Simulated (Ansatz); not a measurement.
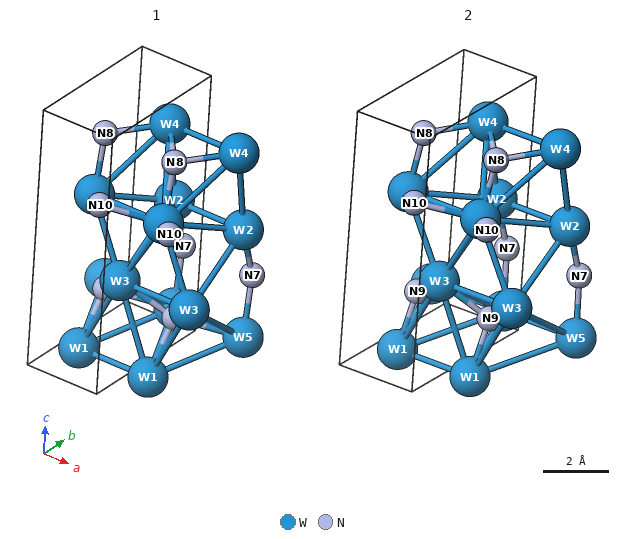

Two geometries of solid W₃N₂ (a generated structure, set up in P1) (coarse preliminary run), drawn at one scale. One is the start of a relaxation, the other its converged end. A ball-and-stick model of the cell of the calculation, repeated 2 × 1 × 1 with one cell outlined, seen from a free direction.

Computed with DFT PBE, scalar-relativistic, plane waves, PAW (Ansatz 0.2.0). (plane-wave cutoff 420 eV; k-point mesh 6 × 4 × 2; occupations gaussian; smearing width 0.1 eV; no spin polarisation; cell and atoms relaxed; force threshold 0.04 eV/Å; at most 70 steps)

Which of the two is the end point?

Structure 1 is the relaxed one. The energy falls by 70.6 meV per atom in 9 accepted moves (13 points after the start). The largest force component goes from 1.4 to 0.028 eV/Å. Pressure: 1.92 GPa at the start and −0.05 GPa at the end. The line search rejected the trial steps at points 5, 8, 11 of the run. The SCF was repeated once at an unchanged geometry on a basis and grid sized afresh for the cell, which shifted the energy by 0.6 meV per atom at most. The largest move relative to the cell is that of a W atom, 0.27 Å in a general direction near [−3 −1 0]. Largest moves by element: W 0.27 Å, N 0.19 Å. Cell: a 2.816 → 2.803 Å (−0.5 %), b 4.950 → 4.891 Å (−1.2 %), c 9.402 → 9.433 Å (+0.3 %), α 88.5° → 89.0°, β 85.7° → 86.4°, γ 84.7° → 90.7°. Volume −0.8 %. Among the contacts that change: N–W 2.816 → 2.285 Å, W–W 3.097 → 3.471 Å, W–W 3.524 → 3.227 Å, W–W 3.821 → 3.535 Å. New bonds form, among them: N–W (2.82 → 2.29 Å). Among the angles between lasting bonds that change: W–N–W 113.6° → 98.8°, W–N–W 146.0° → 160.4°, W–N–W 109.7° → 101.7°. The space group stays P1 (No. 1). Cost: 8.4 min on 1 thread of Intel(R) Xeon(R) Processor @ 2.50GHz (Skylake/Cascade Lake), on a shared host, peak memory 0.48 GiB.

Limits of the set-up: the k-point mesh is coarse for a cell with partly filled bands.
